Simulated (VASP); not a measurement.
# TiO2 (Rutile): what each functional gives, and what it costs, part 4 of 5

Which functional reproduces the measured band gap of TiO2 (Rutile), and what does it cost? The start is a cell from a database of measured crystal structures.

VASP 6.6.1, plane waves and PAW; the level of theory is named at each step.

So far, least gap on mesh and path (eV): step 2 (bands, level LDA) 1.77; step 4 (bands, level r2SCAN) 2.24; step 5 (bands, level TB-mBJ) 2.74; step 6 (bands, level AM05) 1.83; step 7 (bands, level TPSS) 1.98.

## Step 9: Bands with HSE06

This step: HSE06; plane waves and PAW (Ti_sv, O) (VASP 6.6.1).

HSE06 mixes in a quarter of exact exchange at short range, at far higher cost; in semiconductors this cures much of the gap error, while metals seldom gain.

Contents of INCAR:

```
SYSTEM = TiO2
PREC = Accurate
ENCUT = 520
EDIFF = 1E-06
NELM = 100
ISMEAR = 0
SIGMA = 0.02
LREAL = .FALSE.
ALGO = Normal
LHFCALC = .TRUE.
AEXX = 0.25
GGA = PE
HFSCREEN = 0.2
LASPH = .TRUE.
NBANDS = 30
PRECFOCK = Fast
LORBIT = 11
LWAVE = .FALSE.
LCHARG = .FALSE.
KPAR = 4
```

Contents of POSCAR:

```
TiO2
1.0
    4.5922000000      0.0000000000      0.0000000000
    0.0000000000      4.5922000000      0.0000000000
    0.0000000000      0.0000000000      2.9574000000
Ti O
2 4
Direct
    0.0000000000      0.0000000000      0.0000000000
    0.5000000000      0.5000000000      0.5000000000
    0.3049600000      0.3049600000      0.0000000000
    0.1950400000      0.8049600000      0.5000000000
    0.6950400000      0.6950400000      0.0000000000
    0.8049600000      0.1950400000      0.5000000000
```

Contents of KPOINTS:

```
Automatic mesh
0
Gamma
3 3 5
0 0 0
```

Contents of KPOINTS_OPT:

```
Line mode
6
Line-mode
Reciprocal
  0.00000000   0.00000000   0.00000000 GAMMA
  0.00000000   0.50000000   0.00000000 X

  0.00000000   0.50000000   0.00000000 X
  0.50000000   0.50000000   0.00000000 M

  0.50000000   0.50000000   0.00000000 M
  0.00000000   0.00000000   0.00000000 GAMMA

  0.00000000   0.00000000   0.00000000 GAMMA
  0.00000000   0.00000000   0.50000000 Z

  0.00000000   0.00000000   0.50000000 Z
  0.00000000   0.50000000   0.50000000 R

  0.00000000   0.50000000   0.50000000 R
  0.50000000   0.50000000   0.50000000 A

  0.50000000   0.50000000   0.50000000 A
  0.00000000   0.00000000   0.50000000 Z

  0.00000000   0.50000000   0.00000000 X
  0.00000000   0.50000000   0.50000000 R

  0.50000000   0.50000000   0.00000000 M
  0.50000000   0.50000000   0.50000000 A
```

The projector-augmented-wave data sets are Ti_sv and O (PBE family, release 64).

The run starts from files that an earlier step left in the folder.

The run is started by

```bash
mpirun -np 8 vasp_std
```

What it wrote:

```text
[banner, memory and clock lines left out]
running    8 mpi-ranks, on    1 nodes
[...]
|                                                                             |
|           W    W    AA    RRRRR   N    N  II  N    N   GGGG   !!!           |
|           W    W   A  A   R    R  NN   N  II  NN   N  G    G  !!!           |
|           W    W  A    A  R    R  N N  N  II  N N  N  G       !!!           |
|           W WW W  AAAAAA  RRRRR   N  N N  II  N  N N  G  GGG   !            |
|           WW  WW  A    A  R   R   N   NN  II  N   NN  G    G                |
|           W    W  A    A  R    R  N    N  II  N    N   GGGG   !!!           |
|                                                                             |
|     For optimal performance we recommend to set                             |
|       NCORE = 2 up to number-of-cores-per-socket                            |
|     NCORE specifies how many cores store one orbital (NPAR=cpu/NCORE).      |
|     This setting can greatly improve the performance of VASP for DFT.       |
|     The default, NCORE=1 might be grossly inefficient on modern             |
|     multi-core architectures or massively parallel machines. Do your        |
|     Unfortunately you need to use the default for GW and RPA                |
|     calculations (for HF NCORE is supported but not extensively tested      |
|     yet).                                                                   |
|                                                                             |

 LDA part: xc-table for (Slater+PW92), standard interpolation
 found WAVECAR, reading the header
 POSCAR, INCAR and KPOINTS ok, starting setup
[...]
reading WAVECAR
 the WAVECAR file was read successfully
 initial charge from wavefunction
 entering main loop
       N       E                     dE             d eps       ncg     rms          rms(c)
DAV:   1    -0.666612729914E+02   -0.66661E+02   -0.28892E+00   540   0.159E+01    0.444E+00
DAV:   2    -0.663837113591E+02    0.27756E+00   -0.79026E-01   618   0.119E+01    0.141E+00
DAV:   3    -0.664142245671E+02   -0.30513E-01   -0.24211E-01   752   0.390E+00    0.111E+00
DAV:   4    -0.664035590468E+02    0.10666E-01   -0.45235E-02   692   0.212E+00    0.455E-01
[...]
DAV:  11    -0.664052803531E+02   -0.33187E-05   -0.26370E-06   540   0.111E-02    0.121E-02
DAV:  12    -0.664052818651E+02   -0.15120E-05   -0.56093E-07   330   0.840E-03    0.755E-03
DAV:  13    -0.664052826292E+02   -0.76412E-06   -0.39813E-07   324   0.558E-03
   1 F= -.66405283E+02 E0= -.66405283E+02  d E =-.395155E-13
 Start KPOINTS_OPT (optional k-point list driver)
k-point batch [1-9\54]
|                     _     ____    _    _    _____     _                     |
|                    | |   |  _ \  | |  | |  / ____|   | |                    |
[...]
|     Please submit a bug report.                                             |
|                                                                             |

|                     _     ____    _    _    _____     _                     |
|                    | |   |  _ \  | |  | |  / ____|   | |                    |
|                    | |   | |_) | | |  | | | |  __    | |                    |
|                    |_|   |  _ <  | |  | | | | |_ |   |_|                    |
|                     _    | |_) | | |__| | | |__| |    _                     |
|                    (_)   |____/   \____/   \_____|   (_)                    |
|                                                                             |
|                                                                             |
|     internal error in CHECK_GEN_LAYOUT: G-vectors changed at ik:15 old:     |
|     1682 new: 1681                                                          |
|                                                                             |
|     If you are not a developer, you should not encounter this problem.      |
|     Please submit a bug report.                                             |
|                                                                             |

|                     _     ____    _    _    _____     _                     |
|                    | |   |  _ \  | |  | |  / ____|   | |                    |
|                    | |   | |_) | | |  | | | |  __    | |                    |
|                    |_|   |  _ <  | |  | | | | |_ |   |_|                    |
|                     _    | |_) | | |__| | | |__| |    _                     |
|                    (_)   |____/   \____/   \_____|   (_)                    |
|                                                                             |
|                                                                             |
|     internal error in CHECK_GEN_LAYOUT: G-vectors changed at ik:15 old:     |
|     1682 new: 1681                                                          |
|                                                                             |
|     If you are not a developer, you should not encounter this problem.      |
|     Please submit a bug report.                                             |
|                                                                             |

|                     _     ____    _    _    _____     _                     |
|                    | |   |  _ \  | |  | |  / ____|   | |                    |
|                    | |   | |_) | | |  | | | |  __    | |                    |
|                    |_|   |  _ <  | |  | | | | |_ |   |_|                    |
|                     _    | |_) | | |__| | | |__| |    _                     |
|                    (_)   |____/   \____/   \_____|   (_)                    |
|                                                                             |
|                                                                             |
|     internal error in CHECK_GEN_LAYOUT: G-vectors changed at ik:15 old:     |
|     1682 new: 1681                                                          |
|                                                                             |
|     If you are not a developer, you should not encounter this problem.      |
|     Please submit a bug report.                                             |
|                                                                             |

1
1
1
1
1
1
1
1
```

Wall time 5.1 min (8 MPI ranks of AMD EPYC 7R43, shared host).

The run ended with an error.

VASP's message: “internal error in CHECK_GEN_LAYOUT: G-vectors changed at ik:15 old: 1682 new: 1681”. No number of this run is used.

## Step 10: Starting orbitals for the hybrid, ENCUT 527

This step: PBE; plane waves and PAW (Ti_sv, O) (VASP 6.6.1).

Again a semilocal start for the hybrid that follows.

Contents of INCAR:

```
SYSTEM = TiO2
PREC = Accurate
ENCUT = 527
EDIFF = 1E-05
NELM = 100
ISMEAR = 0
SIGMA = 0.02
LREAL = .FALSE.
ALGO = Normal
GGA = PE
NBANDS = 30
LASPH = .TRUE.
LORBIT = 11
LWAVE = .TRUE.
LCHARG = .FALSE.
KPAR = 4
NCORE = 2
```

POSCAR is that of step 9.

KPOINTS is that of step 9.

The run is started by

```bash
mpirun -np 8 vasp_std
```

What it wrote:

```text
[... set-up lines as in an earlier step ...]
 entering main loop
       N       E                     dE             d eps       ncg     rms          rms(c)
DAV:   1     0.674233763351E+03    0.67423E+03   -0.24650E+04   540   0.188E+03
DAV:   2     0.353693007561E+02   -0.63886E+03   -0.60593E+03   600   0.558E+02
DAV:   3    -0.665897301106E+02   -0.10196E+03   -0.10054E+03   794   0.206E+02
DAV:   4    -0.709378365583E+02   -0.43481E+01   -0.43422E+01   746   0.429E+01
DAV:   5    -0.711188015337E+02   -0.18096E+00   -0.18094E+00   754   0.712E+00    0.315E+01
DAV:   6    -0.540924521461E+02    0.17026E+02   -0.10262E+02   648   0.974E+01    0.115E+01
DAV:   7    -0.538400297818E+02    0.25242E+00   -0.14958E+01   648   0.323E+01    0.819E+00
DAV:   8    -0.537290096833E+02    0.11102E+00   -0.30892E+00   618   0.173E+01    0.360E+00
DAV:   9    -0.536322203363E+02    0.96789E-01   -0.73283E-01   650   0.770E+00    0.105E+00
DAV:  10    -0.536407949992E+02   -0.85747E-02   -0.75721E-02   680   0.223E+00    0.429E-01
DAV:  11    -0.536378490744E+02    0.29459E-02   -0.15374E-02   664   0.870E-01    0.627E-02
DAV:  12    -0.536379532333E+02   -0.10416E-03   -0.15531E-03   612   0.422E-01    0.989E-02
DAV:  13    -0.536378508068E+02    0.10243E-03   -0.33834E-04   650   0.195E-01    0.163E-02
DAV:  14    -0.536378571781E+02   -0.63713E-05   -0.57350E-05   724   0.674E-02
   1 F= -.53637857E+02 E0= -.53637857E+02  d E =-.146605E-48
 writing wavefunctions
```

It took 10 s on 8 MPI ranks; peak memory 0.94 GiB; 58 s of CPU time.

From OUTCAR (step 10):

```text
   ENCUT  =  527.0 eV  38.73 Ry    6.22 a.u.   8.60  8.60  5.54*2*pi/ulx,y,z

   NELECT =      48.0000    total number of electrons

 E-fermi :   5.0647

 k-point     1 :       0.0000    0.0000    0.0000
  band No.  band energies     occupation
    ...
     20       2.8778      2.00000
     21       4.1570      2.00000
     22       4.4169      2.00000
     23       4.4169      2.00000
     24       4.8606      2.00000
     25       6.7304      0.00000
     26       7.0400      0.00000
     27       7.2650      0.00000
     28       7.3554      0.00000
     29       7.3554      0.00000
    ...

  Total        2.4044934      2.4044934      2.2920420      0.0000000      0.0000000      0.0000000
  in kB       61.7706994     61.7706994     58.8818570      0.0000000      0.0000000      0.0000000
  external PRESSURE =      60.8077519 kB  Pullay stress =       0.0000000 kB

 POSITION                                       TOTAL-FORCE (eV/Angst)
 -----------------------------------------------------------------------------------
      0.00000      0.00000      0.00000        -0.000000      0.000000     -0.000000
      2.29610      2.29610      1.47870        -0.000000      0.000000     -0.000000
      1.40044      1.40044      0.00000        -0.090540     -0.090540      0.000000
      0.89566      3.69654      1.47870         0.090540     -0.090540      0.000000
      3.19176      3.19176      0.00000         0.090540      0.090540     -0.000000
      3.69654      0.89566      1.47870        -0.090540      0.090540     -0.000000
 -----------------------------------------------------------------------------------
    total drift:                                0.000000      0.000000     -0.000000

  FREE ENERGIE OF THE ION-ELECTRON SYSTEM (eV)
  ---------------------------------------------------
  free  energy   TOTEN  =       -53.6378571781 eV

  energy  without entropy=      -53.6378571781  energy(sigma->0) =      -53.63785718

[... 7 parts as in an earlier step ...]

[... 9 further parts left out ...]
```

This step gave:

```yaml
fermi_energy: 5.065 eV
pressure: 6.081 GPa
```

Force by atom:

```csv
atom,x (eV/Å),y (eV/Å),z (eV/Å),size
Ti1,0.000,0.000,0.000,0.000
Ti2,0.000,0.000,0.000,0.000
O3,-0.091,-0.091,0.000,0.128
O4,0.091,-0.091,0.000,0.128
O5,0.091,0.091,0.000,0.128
O6,-0.091,0.091,0.000,0.128
```

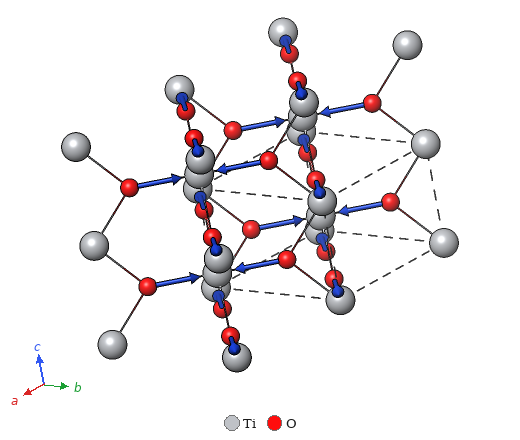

Force as arrows, the longest 0.128 eV/Å. 2×1×2 cells are drawn. Some periodic images of atoms are drawn too.

## Step 11: Bands with HSE06 (run 2)

This step: HSE06; plane waves and PAW (Ti_sv, O) (VASP 6.6.1).

Contents of INCAR:

```
SYSTEM = TiO2
PREC = Accurate
ENCUT = 527
EDIFF = 1E-06
NELM = 100
ISMEAR = 0
SIGMA = 0.02
LREAL = .FALSE.
ALGO = Normal
LHFCALC = .TRUE.
AEXX = 0.25
GGA = PE
HFSCREEN = 0.2
LASPH = .TRUE.
NBANDS = 30
PRECFOCK = Fast
LORBIT = 11
LWAVE = .FALSE.
LCHARG = .FALSE.
KPAR = 4
```

POSCAR is that of step 10.

KPOINTS is that of step 10.

KPOINTS_OPT is that of step 9.

The run starts from files that an earlier step left in the folder.

The run is started by

```bash
mpirun -np 8 vasp_std
```

What it wrote:

```text
[banner, memory and clock lines left out]
running    8 mpi-ranks, on    1 nodes
[...]
[... a notice as in an earlier step ...]

 LDA part: xc-table for (Slater+PW92), standard interpolation
 found WAVECAR, reading the header
 POSCAR, INCAR and KPOINTS ok, starting setup
[...]
reading WAVECAR
 the WAVECAR file was read successfully
 initial charge from wavefunction
 entering main loop
       N       E                     dE             d eps       ncg     rms          rms(c)
DAV:   1    -0.666615473047E+02   -0.66662E+02   -0.28840E+00   546   0.159E+01    0.444E+00
DAV:   2    -0.663842988693E+02    0.27725E+00   -0.78970E-01   624   0.119E+01    0.141E+00
DAV:   3    -0.664147730772E+02   -0.30474E-01   -0.24185E-01   754   0.390E+00    0.111E+00
DAV:   4    -0.664041055215E+02    0.10668E-01   -0.45200E-02   692   0.212E+00    0.455E-01
[...]
DAV:  11    -0.664058258486E+02   -0.33077E-05   -0.26375E-06   540   0.111E-02    0.121E-02
DAV:  12    -0.664058273573E+02   -0.15088E-05   -0.55944E-07   330   0.840E-03    0.754E-03
DAV:  13    -0.664058281373E+02   -0.78003E-06   -0.39846E-07   324   0.559E-03
   1 F= -.66405828E+02 E0= -.66405828E+02  d E =-.382804E-13
 Start KPOINTS_OPT (optional k-point list driver)
k-point batch [1-9\54]
|                     _     ____    _    _    _____     _                     |
|                    | |   |  _ \  | |  | |  / ____|   | |                    |
|                    | |   | |_) | | |  | | | |  __    | |                    |
|                    |_|   |  _ <  | |  | | | | |_ |   |_|                    |
|                     _    | |_) | | |__| | | |__| |    _                     |
|                    (_)   |____/   \____/   \_____|   (_)                    |
|                                                                             |
|                                                                             |
|     internal error in CHECK_GEN_LAYOUT: G-vectors changed at ik:15 old:     |
|     1710 new: 1707                                                          |
|                                                                             |
|     If you are not a developer, you should not encounter this problem.      |
|     Please submit a bug report.                                             |
|                                                                             |

|                     _     ____    _    _    _____     _                     |
|                    | |   |  _ \  | |  | |  / ____|   | |                    |
|                    | |   | |_) | | |  | | | |  __    | |                    |
|                    |_|   |  _ <  | |  | | | | |_ |   |_|                    |
|                     _    | |_) | | |__| | | |__| |    _                     |
[...]
|     Please submit a bug report.                                             |
|                                                                             |

|                     _     ____    _    _    _____     _                     |
|                    | |   |  _ \  | |  | |  / ____|   | |                    |
|                    | |   | |_) | | |  | | | |  __    | |                    |
|                    |_|   |  _ <  | |  | | | | |_ |   |_|                    |
|                     _    | |_) | | |__| | | |__| |    _                     |
|                    (_)   |____/   \____/   \_____|   (_)                    |
|                                                                             |
|                                                                             |
|     internal error in CHECK_GEN_LAYOUT: G-vectors changed at ik:15 old:     |
|     1710 new: 1707                                                          |
|                                                                             |
|     If you are not a developer, you should not encounter this problem.      |
|     Please submit a bug report.                                             |
|                                                                             |

|                     _     ____    _    _    _____     _                     |
|                    | |   |  _ \  | |  | |  / ____|   | |                    |
|                    | |   | |_) | | |  | | | |  __    | |                    |
|                    |_|   |  _ <  | |  | | | | |_ |   |_|                    |
|                     _    | |_) | | |__| | | |__| |    _                     |
|                    (_)   |____/   \____/   \_____|   (_)                    |
|                                                                             |
|                                                                             |
|     internal error in CHECK_GEN_LAYOUT: G-vectors changed at ik:15 old:     |
|     1710 new: 1707                                                          |
|                                                                             |
|     If you are not a developer, you should not encounter this problem.      |
|     Please submit a bug report.                                             |
|                                                                             |

|                     _     ____    _    _    _____     _                     |
|                    | |   |  _ \  | |  | |  / ____|   | |                    |
|                    | |   | |_) | | |  | | | |  __    | |                    |
|                    |_|   |  _ <  | |  | | | | |_ |   |_|                    |
|                     _    | |_) | | |__| | | |__| |    _                     |
|                    (_)   |____/   \____/   \_____|   (_)                    |
|                                                                             |
|                                                                             |
|     internal error in CHECK_GEN_LAYOUT: G-vectors changed at ik:15 old:     |
|     1710 new: 1707                                                          |
|                                                                             |
|     If you are not a developer, you should not encounter this problem.      |
|     Please submit a bug report.                                             |
|                                                                             |

1
1
1
1
1
1
1
1
```

Run time: 6.1 min. Hardware: 8 MPI ranks.

The run ended with an error.

VASP's message: “internal error in CHECK_GEN_LAYOUT: G-vectors changed at ik:15 old: 1710 new: 1707”. No number of this run is used.

(Part 4 of 5 ends here.)

[Lines on the potential files, build, host, timing and source positions are cut from VASP's logs without a mark.]

[Logs are printed without paths, hosts, clocks, repeated set-up lines and the standing remarks that a program may print on its own settings, such as how far it seeks lower states.]

[Hosts, paths, dates, database ids (printed as entryN), source tags and the programs' standing remarks are cut or masked in the printed files.]

[A measured line is paired with the nearest computed mode of its activity, which favours agreement.]
